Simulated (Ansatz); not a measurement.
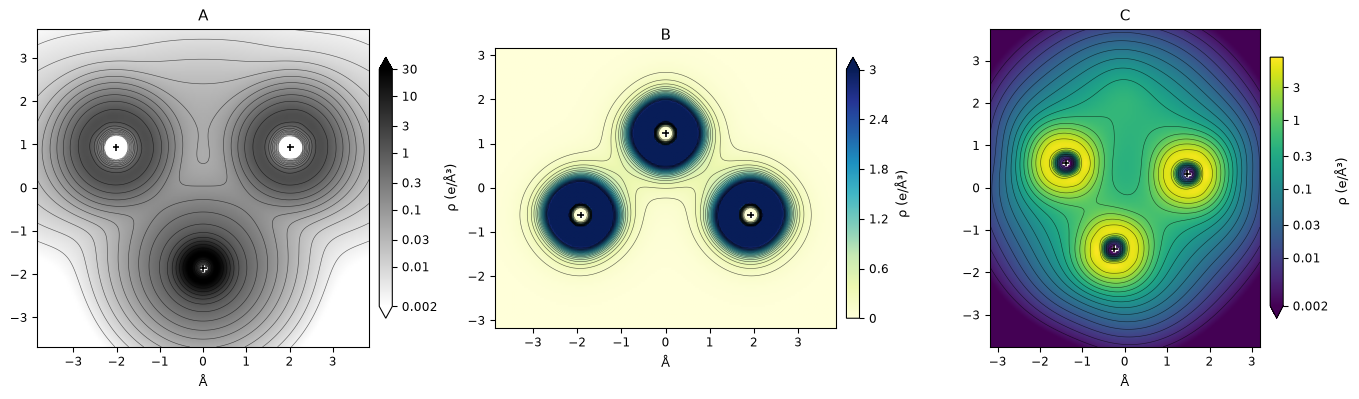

The electron density of 3 systems, each on a plane through atoms (crosses mark nuclei in the plane).

The calculation used Ansatz, UKS PBE0-D4/def2-TZVP.

System 1: W5 (charge +1, doublet), the plane of atoms W2, W1 and W4. Geometry: PBE0-D4/def2-SVP; ⟨S²⟩ = 0.81, above the pure value of 0.75; core potentials replace the inner electrons of W.

```xyz
5

W     0.2822   -0.1520   -2.5431
W    -1.2291   -1.7880   -1.4750
W    -2.6092   -0.1091   -0.3003
W    -1.7212    0.9692   -2.1617
W    -0.1553   -0.3280   -0.1177
```

System 2: Au3 (charge +1, quintet), the molecular plane. Geometry: PBE0-D4/def2-TZVP; core potentials replace the inner electrons of Au.

| atom | x (Å) | y (Å) | z (Å) |
| --- | --- | --- | --- |
| Au | 0.7143 | 0.8505 | 0.5346 |
| Au | -1.1412 | -0.8394 | 1.4414 |
| Au | 0.4269 | -0.0111 | -1.9760 |

System 3: Ba2Te (quintet), the molecular plane. Geometry: r2SCAN-D4/def2-TZVP; core potentials replace the inner electrons of Ba and Te.

```tsv
atom	x (Å)	y (Å)	z (Å)
Ba	-1.7703	1.3376	-0.0944
Ba	2.1618	0.4807	0.1659
Te	-0.3915	-1.8183	-0.0715
```

> Match each panel to its system.

Panel A is system 3, Ba2Te: the plane holds Ba and Te. Ba–Te (3.44 Å): ρ is about 0.16 e/Å³ halfway. Panel B is system 2, Au3: the plane holds Au. Au–Au (2.67 Å): ρ is about 0.42 e/Å³ halfway. Panel C is system 1, W5: the plane holds W. W–W (2.33 Å): the density is about 0.95 e/Å³ at the midpoint.
